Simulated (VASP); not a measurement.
Here is the system:

```yaml
crystal:
  lattice:
    - [4.51137, 0.00000, 0.00000]
    - [0.00000, 4.51137, 0.00000]
    - [0.00000, 0.00000, 3.17964]
  atoms:
    - { symbol: Ir, position: [0.00000, 0.00000, 0.00000] }
    - { symbol: Ir, position: [0.50000, 0.50000, 0.50000] }
    - { symbol: O, position: [0.30847, 0.30847, 0.00000] }
    - { symbol: O, position: [0.80847, 0.19153, 0.50000] }
    - { symbol: O, position: [0.19153, 0.80847, 0.50000] }
    - { symbol: O, position: [0.69153, 0.69153, 0.00000] }
```

Calculation: PBE GGA with D4 dispersion, VASP's PBE PAW potentials (set 64) (plane waves; VASP). Settings: 520 eV cut-off, 8×8×11 Γ-centred mesh, tetrahedra with Blöchl corrections, potentials Ir O.

Unless said otherwise, spin-orbit coupling is left out, though it shifts the bands of the heavy elements here.

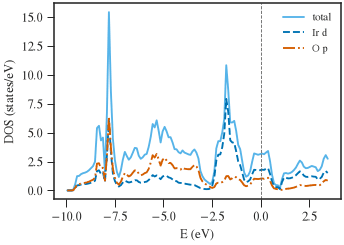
Figure: Total and projected density of states, zero at the Fermi level

Within 2 eV below the Fermi level the largest weight inside VASP's projection spheres is Ir d, then O p.

It has no gap at this level: it comes out as a metal or semimetal.

The compound is IrO2 in the rutile structure. It was relaxed first.
